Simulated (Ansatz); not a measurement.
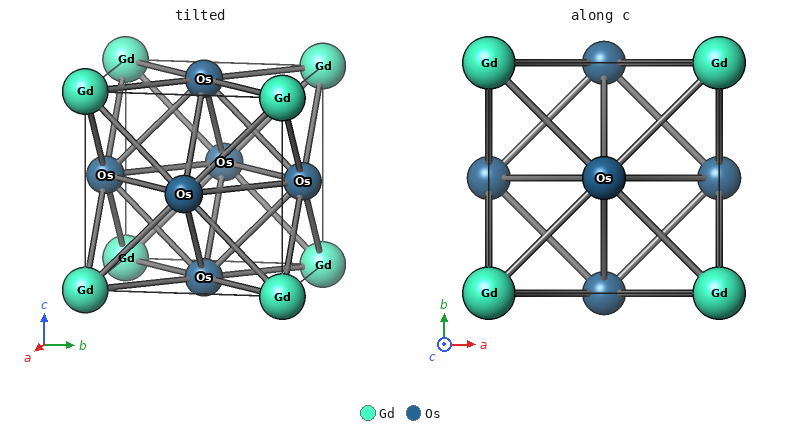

View slightly off an axis and along the c axis, drawn as a ball-and-stick model. One conventional unit cell is framed, with atoms on its boundary repeated.

GdOs3, Cu₃Au (L1₂) type, space group Pm-3m (No. 221), a = 4.065 Å, b = 4.065 Å, c = 4.065 Å, α = 90.00°, β = 90.00°, γ = 90.00°. It goes back to a structure type filled with these elements by a generator (whether the compound takes this form wasn't checked). The cell was then strained or its atoms displaced on purpose. Ansatz was used for an electronic-structure calculation on it.

This one geometry was computed with Ansatz (DFT, plane waves, PAW) at five levels of theory: PBE, PBE with spin-orbit coupling, r2SCAN, PBEsol and LDA.

Question: Which level gives the highest pressure at this volume, and what does that say about its equilibrium volume?

Answer: Highest: PBE with spin-orbit coupling (0.7 GPa), which points to the largest equilibrium volume. Lowest, with the smallest volume: LDA (-13.2 GPa). Levels within 0.5 GPa of each other can't be told apart.

Question: How does the band gap change with the level of theory?

Answer: All levels give a metal.

Question: Collect the results in a table.

Answer:
| level | cutoff (eV) | k-mesh of the run's cell | gap (eV) | pressure (GPa) | absolute moment (μB/atom) |
| --- | --- | --- | --- | --- | --- |
| PBE | 420 | 8×8×8 | metal | 0.0 | 1.96 |
| PBE with spin-orbit coupling | 420 | 8×8×8 | metal | 0.7 | 1.92 |
| r2SCAN | 500 | 8×8×8 | metal | -2.7 | 2.11 |
| PBEsol | 420 | 8×8×8 | metal | -8.6 | 1.94 |
| LDA | 420 | 8×8×8 | metal | -13.2 | 1.90 |

Gaps are taken on the k-mesh or band path of each run.
